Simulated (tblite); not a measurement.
# Run report: C$_{3}$H$_{12}$N$_{2}$Si$_{2}$, saddle-point search

C$_{3}$H$_{12}$N$_{2}$Si$_{2}$, computed with GFN2-xTB saddle search (eigenvector following) and harmonic vibrations, gas phase (tblite 0.8.0).

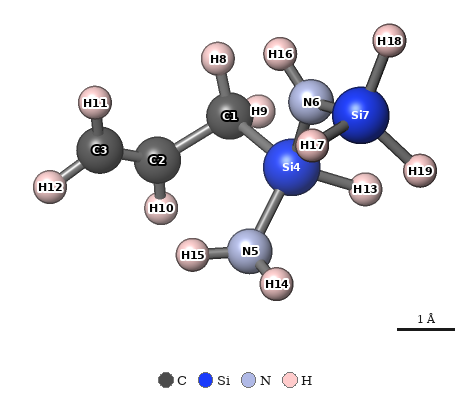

The starting structure (ball-and-stick view, seen at a tilt; atoms are numbered from 1 in the order of the input). Bond lengths as drawn: C–C 1.26 to 1.50 Å, C–H 1.09 to 1.10 Å, C–Si 1.92 Å, H–N 1.01 Å, H–Si 1.46 to 1.47 Å and N–Si 1.72 to 1.74 Å.

The input
```
{"job": {"xc": "GFN2-xTB", "basis": "xTB", "kind": "saddle"}, "charge": 0, "multiplicity": 1}
C     -1.608096     0.524381    -0.596388
C     -2.284371    -0.675582    -0.006995
C     -2.352919    -0.933774     1.224690
Si     0.226719     0.043000    -0.864431
N      0.453915    -1.629431    -0.526095
N      1.172527     1.176712     0.050330
Si     2.882648     1.222523     0.264834
H     -1.667751     1.359565     0.099704
H     -2.071801     0.838079    -1.526086
H     -2.625287    -1.398451    -0.769503
H     -2.023590    -0.228833     2.000225
H     -2.758863    -1.869126     1.625500
H      0.650145     0.205181    -2.251203
H      1.380928    -2.014894    -0.630069
H     -0.034754    -2.074915     0.242278
H      0.658887     1.752798     0.698024
H      3.317858     0.354344     1.367829
H      3.210043     2.614809     0.573064
H      3.473759     0.733614    -0.975709
```

The first line tells a small driver script what to run in tblite; the rest is the geometry in Å.

Hardware: 1 CPU thread, shared host.

Command:
```bash
OMP_NUM_THREADS=1 python <driver script> task.json out
```

What the program printed
```
step      E/eV     max force
  0    -594.86456   5.0225
  1    -595.01990   1.9689
  2    -595.05470   0.3000
  3    -595.05835   0.1870
  4    -595.04884   0.9151
  5    -595.06040   0.1832
  6    -595.06232   0.0838
  7    -595.06311   0.0916
  8    -595.06326   0.0858
  9    -595.06356   0.0282
 10    -595.06353   0.0965
 11    -595.06385   0.0146
 12    -595.06393   0.0347
 13    -595.06394   0.0081
 14    -595.06401   0.0121
 15    -595.06406   0.0153
 16    -595.06412   0.0083
 17    -595.06414   0.0100
 18    -595.06417   0.0144
 19    -595.06420   0.0173
 20    -595.06420   0.0711
 21    -595.06424   0.0055
 22    -595.06427   0.0071
 23    -595.06431   0.0208
 24    -595.06438   0.0176
 25    -595.06443   0.0193
 26    -595.06454   0.0112
 27    -595.06464   0.0242
 28    -595.06472   0.0409
 29    -595.06471   0.0657
 30    -595.06489   0.0167
 31    -595.06500   0.0292
 32    -595.06510   0.0130
 33    -595.06481   0.0812
 34    -595.06516   0.0073
 35    -595.06523   0.0207
 36    -595.06530   0.0059
 37    -595.06532   0.0119
 38    -595.06534   0.0046
 39    -595.06535   0.0055
 40    -595.06535   0.0010
lowest wavenumbers (cm-1): -31.8 25.9 61.2 77.2 115.0 168.9
```

Trajectory as extended XYZ (Å, eV, eV/Å), 6 of the 12 frames kept, from step=0 to step=40
```
19
Properties=species:S:1:pos:R:3:forces:R:3 step=0 energy=-594.86456
C    -1.6081    0.5244   -0.5964    0.0350  -0.2990   0.3390
C    -2.2844   -0.6756   -0.0070    0.2430   0.7540  -4.9350
C    -2.3529   -0.9338    1.2247   -0.4010  -1.0220   4.9010
Si    0.2267    0.0430   -0.8644   -0.0400   0.1510  -0.1690
N     0.4539   -1.6294   -0.5261   -0.0150  -0.1250   0.1470
N     1.1725    1.1767    0.0503   -0.0480   0.0140   0.1310
Si    2.8826    1.2225    0.2648    0.0190  -0.0130   0.0160
H    -1.6678    1.3596    0.0997   -0.0020   0.0260   0.0120
H    -2.0718    0.8381   -1.5261   -0.0020  -0.1140  -0.0190
H    -2.6253   -1.3985   -0.7695    0.1490   0.3390   0.4540
H    -2.0236   -0.2288    2.0002   -0.0850  -0.3160  -0.3920
H    -2.7589   -1.8691    1.6255    0.0690   0.4210  -0.1840
H     0.6501    0.2052   -2.2512   -0.0020  -0.0360  -0.1250
H     1.3809   -2.0149   -0.6301   -0.1230   0.0340   0.0500
H    -0.0348   -2.0749    0.2423    0.1310   0.1470  -0.2010
H     0.6589    1.7528    0.6980    0.0010   0.0210  -0.0170
H     3.3179    0.3543    1.3678    0.0160  -0.0150   0.0380
H     3.2100    2.6148    0.5731    0.0430   0.0060  -0.0090
H     3.4738    0.7336   -0.9757    0.0120   0.0270  -0.0350
19
Properties=species:S:1:pos:R:3:forces:R:3 step=7 energy=-595.06311
C    -1.5930    0.4430   -0.5455   -0.0060  -0.0080  -0.0040
C    -2.2382   -0.7492    0.0576   -0.0260  -0.0350   0.0470
C    -2.4905   -0.9008    1.3479    0.0270   0.0440  -0.0410
Si    0.2436    0.1083   -0.9585    0.0040  -0.0100   0.0000
N     0.5637   -1.5596   -0.6770    0.0110  -0.0180   0.0250
N     1.1952    1.2149   -0.0118   -0.0380   0.0480   0.0400
Si    2.8887    1.1501    0.3199   -0.0060   0.0020   0.0020
H    -1.6737    1.2929    0.1317   -0.0010  -0.0070  -0.0020
H    -2.1089    0.7055   -1.4676    0.0060  -0.0010   0.0110
H    -2.4738   -1.5462   -0.6393    0.0170   0.0540   0.0580
H    -2.2614   -0.1258    2.0658   -0.0210  -0.0600  -0.0660
H    -2.9409   -1.7962    1.7429    0.0030   0.0110  -0.0010
H     0.5482    0.3186   -2.3777   -0.0020   0.0000   0.0050
H     1.5123   -1.8866   -0.7650   -0.0360   0.0120   0.0060
H     0.1079   -2.0198    0.0963    0.0230   0.0190  -0.0330
H     0.6897    1.9462    0.4634    0.0420  -0.0490  -0.0400
H     3.1816    0.2267    1.4263    0.0010  -0.0010  -0.0020
H     3.2984    2.5072    0.6829   -0.0010   0.0000   0.0000
H     3.5510    0.6709   -0.8921    0.0030  -0.0010  -0.0050
19
Properties=species:S:1:pos:R:3:forces:R:3 step=14 energy=-595.06401
C    -1.6002    0.4224   -0.5636   -0.0020   0.0000   0.0000
C    -2.2188   -0.7571    0.0901   -0.0010   0.0000   0.0020
C    -2.4878   -0.8531    1.3809    0.0010   0.0010  -0.0030
Si    0.2400    0.1115   -0.9775    0.0000  -0.0010   0.0000
N     0.5804   -1.5559   -0.7208    0.0000   0.0010   0.0000
N     1.1831    1.2050   -0.0080   -0.0020   0.0030   0.0030
Si    2.8720    1.1245    0.3442    0.0080   0.0000   0.0010
H    -1.6959    1.2970    0.0794    0.0000  -0.0020  -0.0020
H    -2.1266    0.6364   -1.4922    0.0020  -0.0010   0.0030
H    -2.4207   -1.5920   -0.5685    0.0010   0.0030   0.0020
H    -2.2938   -0.0389    2.0608   -0.0010  -0.0030  -0.0030
H    -2.9191   -1.7405    1.8130    0.0010   0.0020  -0.0010
H     0.5388    0.3428   -2.3952    0.0000   0.0000   0.0010
H     1.5307   -1.8689   -0.8301    0.0000   0.0000   0.0000
H     0.1517   -2.0230    0.0625    0.0000   0.0000   0.0000
H     0.6875    1.9740    0.4105    0.0030  -0.0030  -0.0020
H     3.1448    0.1137    1.3768   -0.0010   0.0080  -0.0090
H     3.2599    2.4524    0.8221   -0.0030  -0.0110  -0.0030
H     3.5741    0.7497   -0.8845   -0.0050   0.0040   0.0100
19
Properties=species:S:1:pos:R:3:forces:R:3 step=25 energy=-595.06443
C    -1.6025    0.4076   -0.5787   -0.0020   0.0000   0.0000
C    -2.2172   -0.7572    0.1049   -0.0010   0.0000   0.0020
C    -2.4920   -0.8184    1.3964    0.0000   0.0000  -0.0020
Si    0.2406    0.0947   -0.9778    0.0000   0.0000   0.0000
N     0.5856   -1.5674   -0.6967    0.0000   0.0000   0.0000
N     1.1748    1.1916   -0.0035    0.0070  -0.0110  -0.0030
Si    2.8668    1.1183    0.3382    0.0140   0.0010   0.0020
H    -1.7044    1.2983    0.0406    0.0000  -0.0020  -0.0010
H    -2.1272    0.5937   -1.5143    0.0010   0.0000   0.0020
H    -2.4106   -1.6113   -0.5312    0.0000   0.0020   0.0010
H    -2.3059    0.0157    2.0538    0.0000  -0.0020  -0.0010
H    -2.9199   -1.6960    1.8513    0.0010   0.0020  -0.0010
H     0.5430    0.3042   -2.3990    0.0000   0.0000   0.0000
H     1.5366   -1.8785   -0.8052    0.0000   0.0000   0.0000
H     0.1666   -2.0164    0.1023    0.0000   0.0000   0.0000
H     0.7020    2.0224    0.3082   -0.0060   0.0120   0.0030
H     3.1490   -0.0564    1.1731   -0.0020   0.0130  -0.0100
H     3.1905    2.3553    1.0503   -0.0030  -0.0160  -0.0080
H     3.6239    0.9997   -0.9126   -0.0090   0.0020   0.0170
19
Properties=species:S:1:pos:R:3:forces:R:3 step=32 energy=-595.06510
C    -1.5983    0.3962   -0.5901    0.0010   0.0000   0.0000
C    -2.2211   -0.7536    0.1114    0.0000   0.0000   0.0000
C    -2.5076   -0.7881    1.4012    0.0000   0.0000   0.0000
Si    0.2474    0.0723   -0.9682    0.0000   0.0000   0.0000
N     0.5821   -1.5885   -0.6685    0.0000   0.0000   0.0000
N     1.1729    1.1716    0.0126    0.0080  -0.0100  -0.0020
Si    2.8729    1.1306    0.3211    0.0040  -0.0030  -0.0010
H    -1.7035    1.2990    0.0107    0.0000   0.0010   0.0000
H    -2.1151    0.5646   -1.5334    0.0000   0.0000  -0.0010
H    -2.4104   -1.6199   -0.5090    0.0000  -0.0010   0.0000
H    -2.3257    0.0587    2.0432    0.0000   0.0010   0.0010
H    -2.9412   -1.6556    1.8699    0.0000  -0.0010   0.0000
H     0.5631    0.2654   -2.3892    0.0000   0.0000   0.0000
H     1.5316   -1.9061   -0.7721    0.0000   0.0000   0.0000
H     0.1615   -2.0234    0.1374    0.0000   0.0000   0.0000
H     0.7073    2.0233    0.2764   -0.0050   0.0090   0.0020
H     3.1982   -0.1453    0.9664   -0.0020   0.0090  -0.0050
H     3.1473    2.2621    1.2069    0.0000  -0.0050  -0.0030
H     3.6386    1.2367   -0.9266   -0.0050   0.0000   0.0090
19
Properties=species:S:1:pos:R:3:forces:R:3 step=40 energy=-595.06535
C    -1.5909    0.3885   -0.5976    0.0000   0.0000   0.0000
C    -2.2269   -0.7493    0.1115    0.0000   0.0000   0.0000
C    -2.5291   -0.7656    1.3981    0.0000   0.0000   0.0000
Si    0.2564    0.0510   -0.9550    0.0000   0.0000   0.0000
N     0.5769   -1.6098   -0.6391    0.0000   0.0000   0.0000
N     1.1767    1.1530    0.0283    0.0000   0.0000   0.0000
Si    2.8837    1.1494    0.2983    0.0000   0.0000   0.0000
H    -1.6974    1.2992   -0.0089    0.0000   0.0000   0.0000
H    -2.0977    0.5481   -1.5479    0.0000   0.0000   0.0000
H    -2.4128   -1.6228   -0.4998    0.0000   0.0000   0.0000
H    -2.3510    0.0888    2.0312    0.0000   0.0000   0.0000
H    -2.9721   -1.6249    1.8729    0.0000   0.0000   0.0000
H     0.5871    0.2299   -2.3743    0.0000   0.0000   0.0000
H     1.5245   -1.9354   -0.7340    0.0000   0.0000   0.0000
H     0.1485   -2.0341    0.1685    0.0000   0.0000   0.0000
H     0.7036    2.0002    0.2952    0.0000   0.0000   0.0000
H     3.2607   -0.1781    0.7896    0.0000   0.0010   0.0000
H     3.1335    2.1859    1.3001    0.0000   0.0000   0.0000
H     3.6263    1.4261   -0.9371    0.0000   0.0000   0.0010
```

Key numbers

| quantity | value |
| --- | --- |
| outcome | converged |
| total energy | −595.0653 eV |
| point group | C1 |
| wall time | 8.9 s |
| peak memory | 0.21 GiB |
